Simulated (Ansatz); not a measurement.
```yaml
atoms:
  - { symbol: B, position_ang: [-1.0715, -0.4598, 0.2734] }
  - { symbol: Cl, position_ang: [2.8927, 0.7687, 0.3310] }
  - { symbol: H, position_ang: [-2.1752, -0.6261, -0.1621] }
  - { symbol: H, position_ang: [-0.7283, -0.8226, 1.3570] }
  - { symbol: H, position_ang: [1.6609, 0.5183, 0.0224] }
  - { symbol: O, position_ang: [-0.1365, 0.1706, -0.4772] }
  - { symbol: H, position_ang: [-0.4420, 0.4509, -1.3446] }
```

The product side of a reaction path; geometry: PBE0-D4/def2-TZVP.

Computed with RKS PBE0-D4/def2-TZVPP (Ansatz).

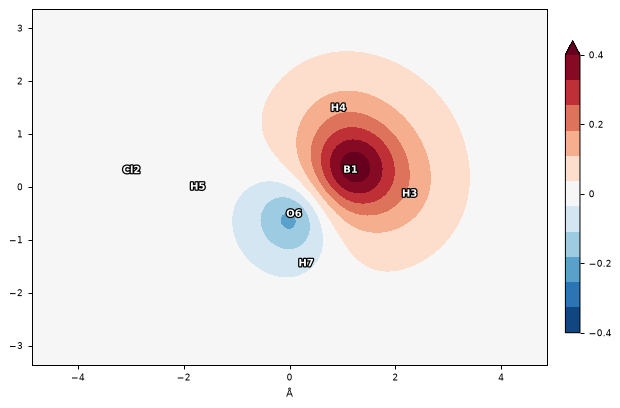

BH3O···HCl. The LUMO on a plane 0.8 Å above the molecular plane (values in Å⁻³ᐟ²; the overall sign is arbitrary).

### What is the character of this orbital?

It lies mainly on B1 (about 65 %), O6 (about 15 %), H3 (about 10 %) and H4 (about 10 %); it changes sign across the molecular plane (π type). Its energy is −0.94 eV.
